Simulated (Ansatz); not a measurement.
Al₂H₂

The calculation's input:

```
crystal:
  periodic: [false, false, false]
  atoms:
    - {symbol: Al, position_ang: [-0.466735, -1.210431, 0.155160]}
    - {symbol: Al, position_ang: [-0.318521, 1.167190, -0.493237]}
    - {symbol: H, position_ang: [0.812384, -0.260576, -0.769839]}
    - {symbol: H, position_ang: [-0.027138, 0.303828, 1.107916]}
basis:
  gaussian: {orbitals: def2-TZVP, initial_orbitals: start.molden}
hamiltonian: {xc: pbe0, dispersion: d4}
output: {orbitals: {seedname: orbitals}}
```

Run with:

```sh
ansatz run in.yaml --threads 4 --pin off --events-out ev --progress --plain --max-ram 3916MiB
```

Geometry: PBE-D4/def2-TZVP.

Theory: RKS PBE0-D4/def2-TZVP (Ansatz).

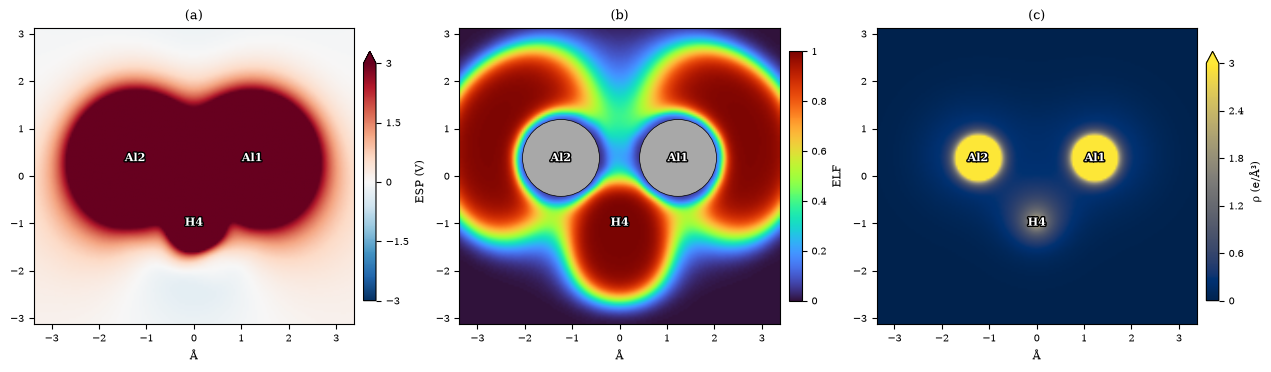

Figure 1. (a) electrostatic potential; (b) electron localisation function; (c) total electron density on the plane of atoms Al1, H4 and Al2. Grey discs cover the atomic cores in the ELF map.

Question: What do the fields say about this system?

Answer:
- Atoms in the plane: Al and H.
- Al–Al (2.47 Å): the density is about 0.22 e/Å³ at the midpoint; the ELF is about 0.20 at the midpoint.
- Al–H (1.84 Å): the density is about 0.34 e/Å³ at the midpoint; the ELF climbs to about 1 towards the hydrogen.
- Outside the dense part of the molecule the potential is most negative (−0.3 V) near H4.

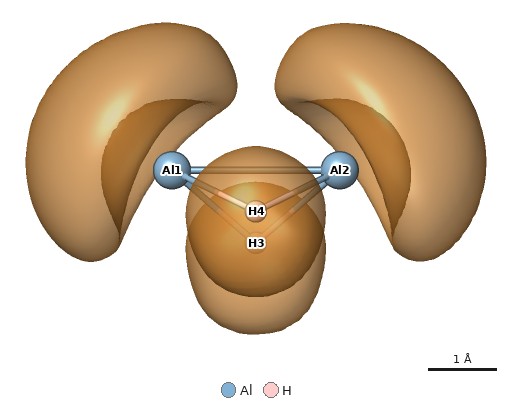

Figure 2. Isosurface of the electron localisation function at 0.75 (orange), seen from one side. Only the valence region is drawn (cores and ρ < 0.01 e/Å³ removed).

Question: Where are the electrons localised?

Answer: At this value the surface marks out two regions around hydrogen nuclei and two lobes on Al, pointing away from the bonds (lone pairs).

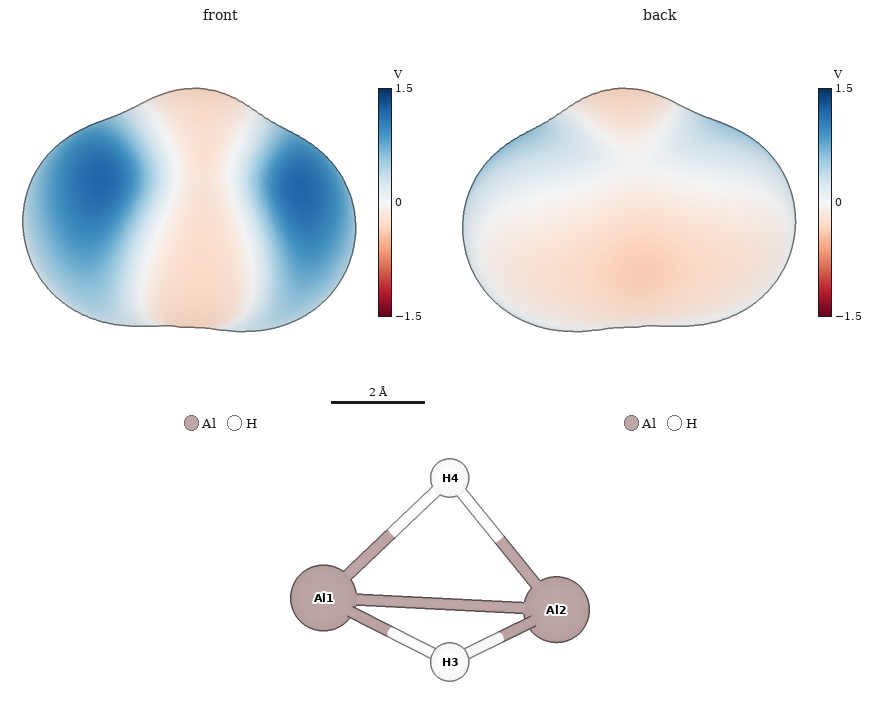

Figure 3. The molecular electrostatic potential painted on the density surface at 0.001 e/bohr³, seen from the front and from behind; red is negative and blue positive. The bare structure is drawn below in the same view.

Question: Which sites attract a positive test charge, and which a negative one?

Answer: A positive charge is drawn to the negative regions and a negative charge to the positive ones. The most negative region (about −0.4 V) lies over H3, the most positive (about +1.2 V) over Al1 and Al2.

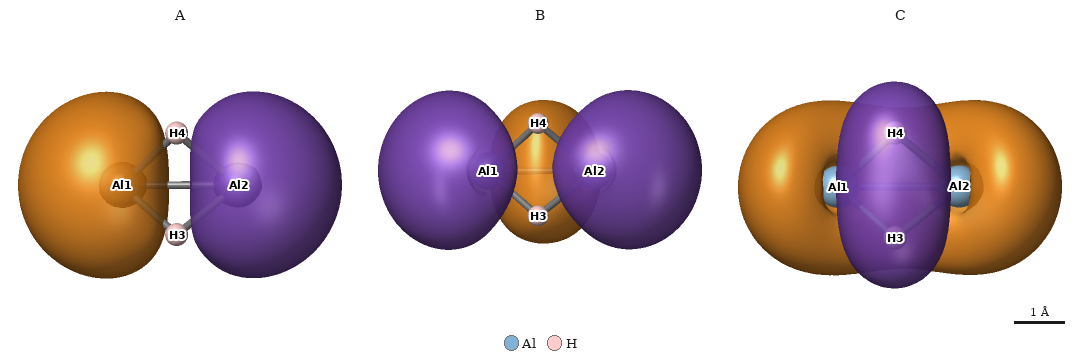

Figure 4. Three frontier orbitals at ±0.06 Å⁻³ᐟ² (orange and purple are the two phases), in no order.

Question: Order the three orbitals by energy and name them.

Answer: A is the HOMO−1 (−7.18 eV). By Hirshfeld shares it lies mainly on Al1 (about 50 %) and Al2 (about 50 %). C is the HOMO (−6.11 eV). It lies mainly on Al1 (about 40 %), Al2 (about 40 %), H3 (about 10 %) and H4 (about 10 %); π-bonding across Al1–Al2. B is the LUMO (−2.96 eV). By Hirshfeld shares it lies mainly on Al1 (about 45 %) and Al2 (about 45 %).

Question: What is the HOMO–LUMO gap?

Answer: 3.15 eV between the orbital energies.
